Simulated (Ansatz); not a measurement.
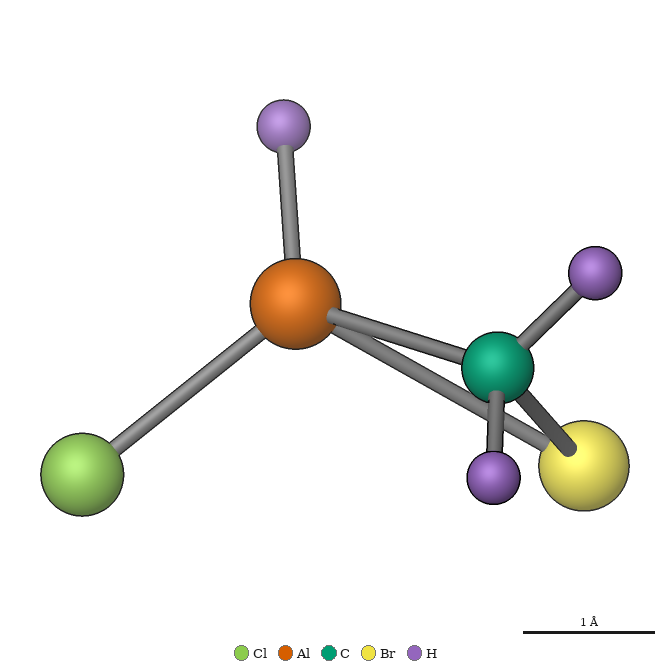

The picture shows a molecular structure as a ball-and-stick model. Every bond is drawn as one stick, whatever its order.

Description:

It has 7 atoms: 1 carbon, 3 hydrogen, 1 aluminium, 1 bromine and 1 chlorine (CH₃AlBrCl). The point group is C1.

The parts below concern this one geometry. Atoms keep their numbers from picture to picture. Computed geometry: PBE0-D4/def2-TZVP optimisation.

**Shape**

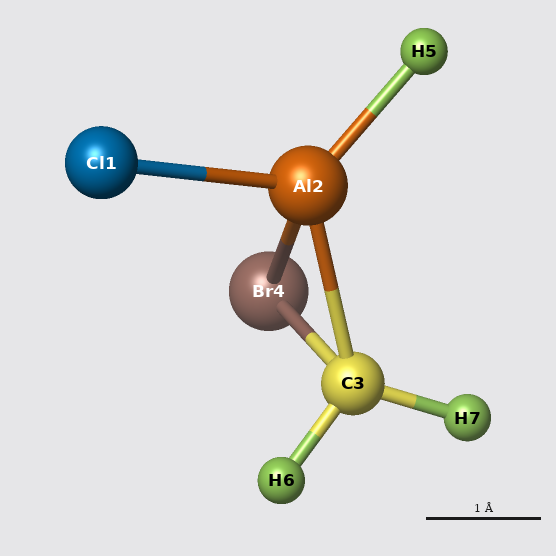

The atoms are numbered.

Which bond is the longest?

Answer. Al2–Br4, 2.630 Å.

What is the dihedral angle Cl1–Al2–Br4–C3?

Answer. 108° in size, that is anticlinal.

**Levels of theory compared**

Program: Ansatz 0.2.0.

At this fixed geometry, give HOMO energy (eV), dipole (D) at these levels: B3LYP-D4/def2-TZVPP; PBE-D4/def2-TZVPP; r2SCAN-D4/def2-TZVPP; ωB97M-V/def2-TZVPP.

```csv
level,HOMO energy (eV),dipole (D)
B3LYP-D4/def2-TZVPP,−7.92,2.34
PBE-D4/def2-TZVPP,−6.88,2.30
r2SCAN-D4/def2-TZVPP,−7.19,2.38
ωB97M-V/def2-TZVPP,−10.33,2.34
```

**Charges**

The questions are on Mulliken charges. Properties computed with RKS PBE0-D4/def2-TZVP (Ansatz 0.2.0).

List the Mulliken charges.

```tsv
atom	value (e)
Cl1	−0.27
Al2	0.48
C3	−0.37
Br4	−0.08
H5	−0.09
H6	0.17
H7	0.17
```

**Vibrations**

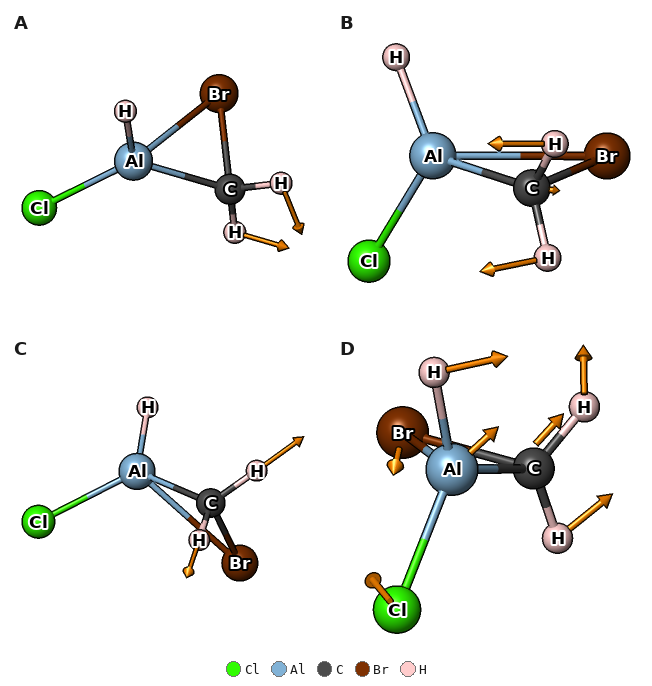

4 normal modes of one molecule or complex, as arrows. Harmonic vibrations computed with RKS PBE0-D4/def2-TZVP (Ansatz 0.2.0) at a stationary point of the same level.

Match the panels to the wavenumbers 75 cm⁻¹, 1066 cm⁻¹, 1403 cm⁻¹, 3130 cm⁻¹.

Answer. A: 1403 cm⁻¹, angle bending
B: 1066 cm⁻¹, Br–C–H bending
C: 3130 cm⁻¹, in-phase stretching of 2 C–H bonds
D: 75 cm⁻¹, Br–Al–Cl bending

Mulliken values depend strongly on the basis set and can even reverse the polarity of a bond.
